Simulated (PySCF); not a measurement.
C3H7F2O2Si (SMILES FC(F)O[CH]CO[SiH3]) (doublet)

```yaml
atoms:
  - { symbol: F, position_ang: [3.0780, 1.3314, -0.2238] }
  - { symbol: C, position_ang: [1.8851, 0.7398, -0.3617] }
  - { symbol: F, position_ang: [1.4227, 1.1158, -1.5858] }
  - { symbol: O, position_ang: [2.0795, -0.5992, -0.2923] }
  - { symbol: C, position_ang: [0.9854, -1.4222, -0.1851] }
  - { symbol: C, position_ang: [-0.4029, -0.9291, -0.2089] }
  - { symbol: O, position_ang: [-0.6638, -0.1215, 0.9310] }
  - { symbol: Si, position_ang: [-2.0369, 0.6560, 1.3262] }
  - { symbol: H, position_ang: [1.1887, 1.1444, 0.3937] }
  - { symbol: H, position_ang: [1.2647, -2.4021, 0.1510] }
  - { symbol: H, position_ang: [-0.5964, -0.3233, -1.1056] }
  - { symbol: H, position_ang: [-1.0863, -1.7827, -0.2114] }
  - { symbol: H, position_ang: [-1.5926, 1.2594, 2.5710] }
  - { symbol: H, position_ang: [-2.3871, 1.6339, 0.2921] }
  - { symbol: H, position_ang: [-3.1426, -0.2926, 1.4660] }
```

Geometry: GFN2-xTB.

These are results of UKS B3LYP, pcH-1 on C F H O Si, non-relativistic, mean-field spin-orbit, GIAO in PySCF 2.14.0, density-fitted response routines, not measurements.

### What can the converged electron density, electron localisation function and spin density tell about the bonding?

C–F (1.34 Å): ρ at the midpoint is about 2.1 e/Å³; the ELF peaks at about 0.80 between the atoms (a shared but strongly polarised pair).
C–O (1.35 Å): the density is about 2 e/Å³ at the midpoint, with its minimum of 1.8 e/Å³ about 0.6 Å from C; the ELF peaks at about 0.85 between the atoms: a polar covalent bond.
C–C (1.47 Å): ρ at the midpoint is about 1.6 e/Å³; the ELF peaks at about 0.95 between the atoms, as expected for a shared electron pair.
C–H (1.09 Å): ρ is about 1.8 e/Å³ halfway; the ELF climbs to about 1 towards the hydrogen, as it does in any bond to H: a covalent bond by its length.
The unpaired spin (1 electron) lies mostly on C5 (about 0.6) and O4 (about 0.1), in electrons by Hirshfeld's partition.

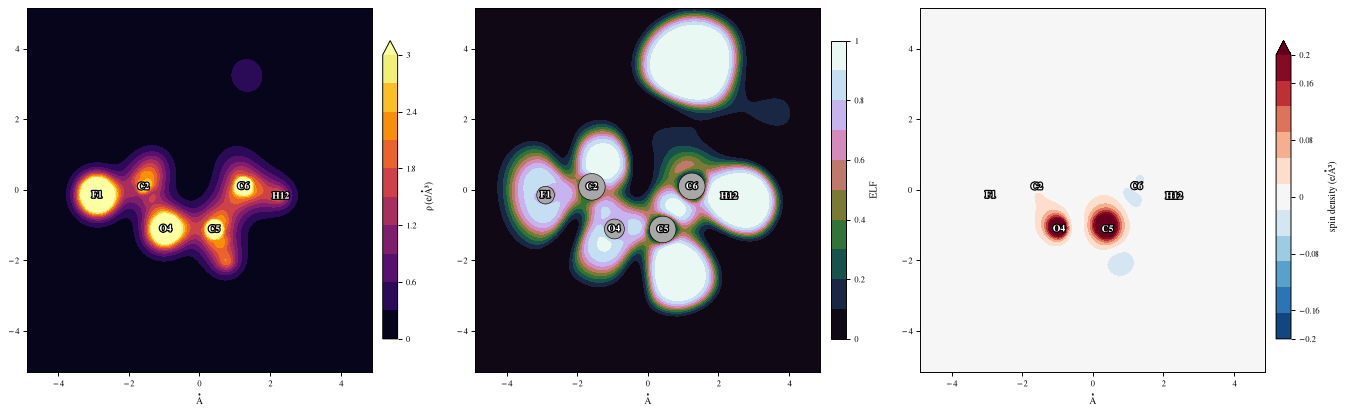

Computed electron density, electron localisation function and spin density on the plane of atoms C5, C6 and H12, in this order. Grey discs cover the atomic cores in the ELF map. 
